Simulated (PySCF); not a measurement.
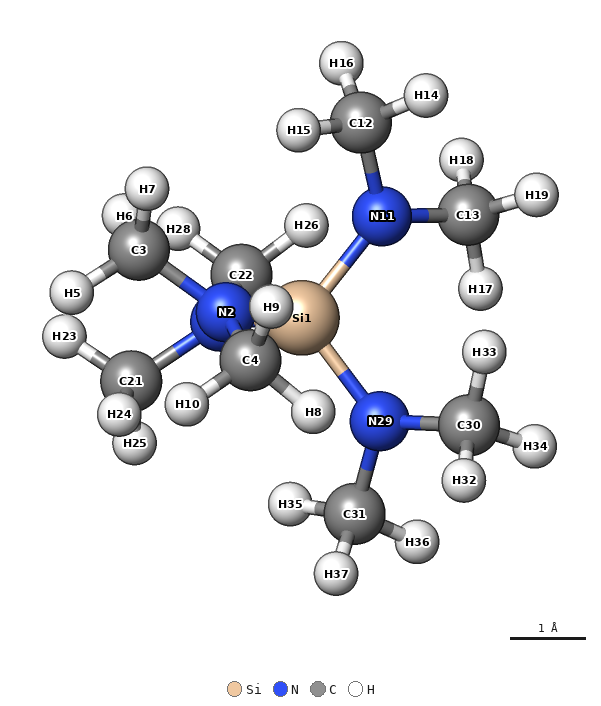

Fig. 1: The input geometry of run 1 (ball-and-stick view, seen at a tilt; atoms are numbered from 1 in the order of the input). Bond lengths as drawn: C–H 1.10 to 1.11 Å, C–N 1.44 Å and N–Si 1.74 Å.

# C$_{8}$H$_{24}$N$_{4}$Si: a changed input and its effect

System: C$_{8}$H$_{24}$N$_{4}$Si (Si(NMe2)4), SMILES CN(C)[Si](N(C)C)(N(C)C)N(C)C.
Method of run 1: GIAO PBE0/pcSseg-1 NMR shielding, non-relativistic, gas phase (PySCF 2.14.0).

The geometry comes from this level: PBE0-D3(BJ)/def2-SVP. Text and figures count atoms from 1; the logs count them from 0 in places.

Input file, run 1:
```
{"job": {"kind": "nmr", "xc": "PBE0", "basis": "pcSseg-1"}, "charge": 0, "multiplicity": 1}
Si    -0.002963     0.000299     0.001427
N     -0.065038     0.022165     1.737540
C      0.195114     1.206851     2.510625
C     -0.223494    -1.168725     2.526802
H     -0.630181     1.422540     3.218512
H      0.302310     2.078930     1.849035
H      1.122012     1.124500     3.115178
H     -0.505831    -2.018315     1.890159
H      0.700745    -1.446619     3.074004
H     -1.021637    -1.045232     3.285247
N      1.629653    -0.071758    -0.587258
C      2.755361     0.385654     0.181081
C      1.954618    -0.436044    -1.940432
H      3.569479    -0.365681     0.186116
H      2.464272     0.559510     1.226018
H      3.188759     1.328149    -0.212464
H      1.054298    -0.780175    -2.470022
H      2.384150     0.409400    -2.516749
H      2.698924    -1.256740    -1.974540
N     -0.803051     1.462100    -0.489520
C     -2.013723     1.931997     0.129091
C     -0.402453     2.218902    -1.644190
H     -1.916221     2.981291     0.472685
H     -2.257970     1.314283     1.005631
H     -2.882832     1.900426    -0.560117
H      0.568231     1.865701    -2.018131
H     -1.132309     2.149437    -2.476834
H     -0.291351     3.294191    -1.401689
N     -0.775421    -1.409679    -0.656731
C     -0.144656    -2.702549    -0.684348
C     -2.150422    -1.419588    -1.075719
H     -0.646654    -3.434976    -0.018790
H      0.904507    -2.622076    -0.364254
H     -0.152760    -3.138865    -1.703189
H     -2.544865    -0.395428    -1.125903
H     -2.259460    -1.865314    -2.084137
H     -2.803507    -2.002132    -0.393633
```

The first line tells a small driver script what to run in PySCF; the rest is the geometry in Å.

Launched with:
```bash
OMP_NUM_THREADS=2 python <driver script> task.json out
```

Hardware: 2 CPU threads, shared host.

Output, shortened to warnings, some set-up lines, iterations and results (run 1):
```
coarse grid: 29440 points
[...]
cycle   1  E = -826.8652462752  dE =  1.256e+00  |g| = 5.885e-01  |ddm| = 5.243e+00
cycle   2  E = -826.8256268450  dE =  3.962e-02  |g| = 7.337e-01  |ddm| = 1.401e+00
cycle   3  E = -826.9514813483  dE = -1.259e-01  |g| = 7.971e-02  |ddm| = 8.504e-01
cycle   4  E = -826.9524975532  dE = -1.016e-03  |g| = 3.486e-02  |ddm| = 7.927e-02
cycle   5  E = -826.9527549456  dE = -2.574e-04  |g| = 5.761e-03  |ddm| = 2.665e-02
cycle   6  E = -826.9527614069  dE = -6.461e-06  |g| = 7.233e-04  |ddm| = 4.574e-03
cycle   7  E = -827.0229180385  dE = -8.394e-05  |g| = 1.362e-02  |ddm| = 4.677e-02
cycle   8  E = -827.0228974640  dE =  2.057e-05  |g| = 1.663e-02  |ddm| = 2.787e-02
cycle   9  E = -827.0229640603  dE = -6.660e-05  |g| = 1.486e-03  |ddm| = 1.598e-02
cycle  10  E = -827.0229644876  dE = -4.273e-07  |g| = 3.161e-04  |ddm| = 1.270e-03
cycle  11  E = -827.0229645073  dE = -1.974e-08  |g| = 5.284e-05  |ddm| = 2.932e-04
cycle  12  E = -827.0229645077  dE = -4.241e-10  |g| = 2.407e-05  |ddm| = 8.415e-05
converged SCF energy = -827.0229645077

GIAO shielding tensors (ppm)
atom      isotropic    diamagn.    paramagn.     s11        s22        s33       span
  0 Si     381.686     890.566    -508.880    364.038    390.364    390.656     26.618
  1 N      237.076     335.740     -98.664    207.912    232.503    270.812     62.899
  2 C      145.045     246.290    -101.245    120.239    133.197    181.698     61.459
  3 C      146.967     245.964     -98.997    122.500    134.100    184.300     61.800
  4 H       28.978      30.469      -1.491     24.237     26.432     36.264     12.028
  5 H       28.430      33.803      -5.373     24.099     28.468     32.723      8.624
  6 H       28.958      30.445      -1.487     23.856     26.854     36.162     12.306
  7 H       28.615      33.834      -5.218     22.867     30.136     32.843      9.976
  8 H       29.030      30.676      -1.646     24.034     26.623     36.432     12.397
  9 H       29.155      30.409      -1.254     24.501     26.290     36.675     12.174
 10 N      236.957     335.714     -98.758    207.797    232.502    270.572     62.776
 11 C      146.974     245.989     -99.015    122.542    134.098    184.280     61.738
 12 C      145.021     246.292    -101.271    120.204    133.044    181.814     61.609
 13 H       29.159      30.417      -1.258     24.518     26.278     36.681     12.163
 14 H       28.619      33.838      -5.219     22.875     30.128     32.855      9.980
 15 H       29.029      30.696      -1.667     24.029     26.647     36.412     12.382
 16 H       28.429      33.810      -5.381     24.054     28.529     32.702      8.648
 17 H       28.963      30.463      -1.500     23.860     26.875     36.153     12.292
 18 H       28.980      30.474      -1.494     24.251     26.407     36.281     12.030
 19 N      236.937     335.766     -98.828    207.651    232.562    270.599     62.948
 20 C      145.091     246.273    -101.183    120.300    133.135    181.836     61.536
 21 C      147.032     246.001     -98.970    122.539    134.235    184.321     61.782
 22 H       28.983      30.476      -1.493     24.251     26.421     36.277     12.026
 23 H       28.430      33.805      -5.376     24.047     28.536     32.707      8.660
 24 H       28.966      30.456      -1.489     23.858     26.877     36.163     12.305
 25 H       28.627      33.863      -5.236     22.889     30.147     32.845      9.956
 26 H       29.038      30.685      -1.647     24.041     26.643     36.429     12.388
 27 H       29.153      30.432      -1.279     24.497     26.285     36.678     12.182
 28 N      237.043     335.727     -98.683    207.877    232.579    270.675     62.798
[...]
```

Run 2 used a changed input.

The two runs side by side:

```csv
quantity,run 1,run 2
outcome,converged,converged
total energy (hartree),−827.022965,−839.369676
HOMO (eV),−5.81,−4.64
LUMO (eV),1.06,0.05
dipole moment (D),0.01,0.01
shielding of Si1 (ppm),381.7,392.8
shielding of N2 (ppm),237.1,226.5
shielding of N11 (ppm),237.0,226.4
shielding of C13 (ppm),145.0,142.4
shielding of N20 (ppm),236.9,226.4
shielding of C21 (ppm),145.1,142.5
shielding of N29 (ppm),237.0,226.5
SCF iterations,12,15
basis functions,348,348
wall time (shared host),2.9 min,3.7 min
```

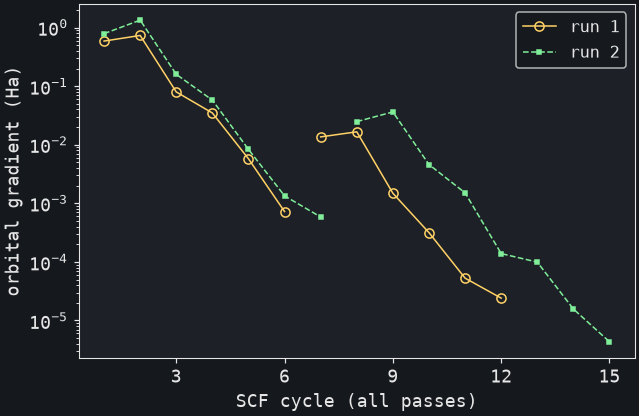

Fig. 2: Convergence of the two runs: orbital gradient against the SCF cycle. A break in a curve parts two SCF passes (coarse and final grid). Run 1 takes 12 cycles in all, and run 2 takes 15.

Which change of the input explains these differences?

The change (lines with − go, lines with + come):
```diff
-"xc": "PBE0"
+"xc": "KT2"
+"pop": false
```

The total energies belong to different methods, so their difference says nothing on which is more stable or more accurate. The HOMO goes from −5.81 to −4.64 eV. The LUMO goes from 1.06 to 0.05 eV. Of all shieldings, the largest change is that of Si1, by +11.1 ppm. The functional changes from PBE0 to KT2. Exact exchange removes part of the self-interaction error of semilocal functionals, which pushes filled and empty levels apart. The SCF takes 15 iterations against 12.

Output, shortened to warnings, some set-up lines, iterations and results (run 2):
```
coarse grid: 29440 points
[...]
cycle   1  E = -839.2180363484  dE =  1.022e+00  |g| = 7.881e-01  |ddm| = 5.291e+00
cycle   2  E = -838.9254480383  dE =  2.926e-01  |g| = 1.341e+00  |ddm| = 2.719e+00
cycle   3  E = -839.3833482795  dE = -4.579e-01  |g| = 1.592e-01  |ddm| = 1.943e+00
cycle   4  E = -839.3885405046  dE = -5.192e-03  |g| = 5.773e-02  |ddm| = 1.941e-01
cycle   5  E = -839.3892463259  dE = -7.058e-04  |g| = 8.324e-03  |ddm| = 4.812e-02
[... 5 lines ...]
cycle  11  E = -839.3696751223  dE = -3.950e-06  |g| = 1.509e-03  |ddm| = 5.662e-03
cycle  12  E = -839.3696756336  dE = -5.113e-07  |g| = 1.387e-04  |ddm| = 1.373e-03
cycle  13  E = -839.3696756358  dE = -2.184e-09  |g| = 9.921e-05  |ddm| = 2.403e-04
cycle  14  E = -839.3696756380  dE = -2.122e-09  |g| = 1.569e-05  |ddm| = 1.103e-04
cycle  15  E = -839.3696756380  dE = -5.207e-11  |g| = 4.328e-06  |ddm| = 2.328e-05
converged SCF energy = -839.3696756380

GIAO shielding tensors (ppm)
atom      isotropic    diamagn.    paramagn.     s11        s22        s33       span
  0 Si     392.765     894.985    -502.221    374.050    401.976    402.269     28.219
  1 N      226.520     336.104    -109.584    199.231    221.011    259.319     60.087
  2 C      142.445     248.272    -105.826    116.189    129.873    181.275     65.086
  3 C      144.396     247.823    -103.427    118.551    131.015    183.622     65.071
  4 H       28.731      30.446      -1.716     23.940     26.473     35.779     11.839
  5 H       28.135      34.655      -6.520     24.151     27.982     32.272      8.122
  6 H       28.706      30.423      -1.717     23.555     26.811     35.752     12.197
  7 H       28.435      34.651      -6.216     23.147     29.746     32.411      9.264
  8 H       28.788      30.778      -1.991     23.780     26.607     35.976     12.195
  9 H       28.954      30.372      -1.418     24.354     26.306     36.202     11.848
 10 N      226.419     336.079    -109.660    199.122    221.049    259.085     59.962
 11 C      144.411     247.847    -103.436    118.604    131.021    183.608     65.003
 12 C      142.417     248.273    -105.857    116.155    129.715    181.380     65.226
 13 H       28.959      30.379      -1.420     24.376     26.293     36.208     11.833
 14 H       28.438      34.654      -6.215     23.153     29.738     32.423      9.270
 15 H       28.787      30.803      -2.016     23.774     26.630     35.957     12.183
 16 H       28.135      34.660      -6.525     24.110     28.043     32.251      8.141
 17 H       28.711      30.443      -1.732     23.560     26.830     35.744     12.184
 18 H       28.734      30.454      -1.719     23.957     26.450     35.795     11.837
 19 N      226.368     336.126    -109.758    198.949    221.083    259.072     60.123
 20 C      142.484     248.257    -105.773    116.262    129.799    181.391     65.129
 21 C      144.466     247.858    -103.393    118.594    131.153    183.651     65.057
 22 H       28.737      30.454      -1.718     23.955     26.464     35.791     11.836
 23 H       28.137      34.656      -6.519     24.103     28.051     32.257      8.154
 24 H       28.714      30.436      -1.722     23.560     26.831     35.752     12.191
 25 H       28.446      34.681      -6.235     23.171     29.758     32.411      9.240
 26 H       28.796      30.785      -1.989     23.787     26.627     35.973     12.186
 27 H       28.951      30.396      -1.445     24.347     26.301     36.205     11.858
 28 N      226.499     336.086    -109.587    199.214    221.116    259.168     59.954
[...]
```
